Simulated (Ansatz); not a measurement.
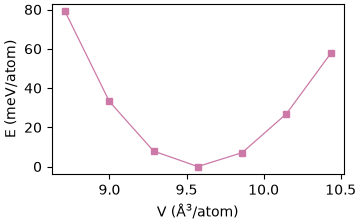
*TiN (rock salt, space group No. 225) under volume change, the program Ansatz at the PBE level (PAW), scaled uniformly.*

Problem. What does a third-order Birch–Murnaghan fit give for V₀, B₀ and B′?

Solution. V₀ = 9.57 Å³/atom, B₀ = 277 GPa, B′ = 4.3.

Space group Fm-3m (rock salt). The cell was relaxed with PBE under the symmetry of its start. No spin polarisation was allowed.

Potentials: the later of the program's two PAW sets.
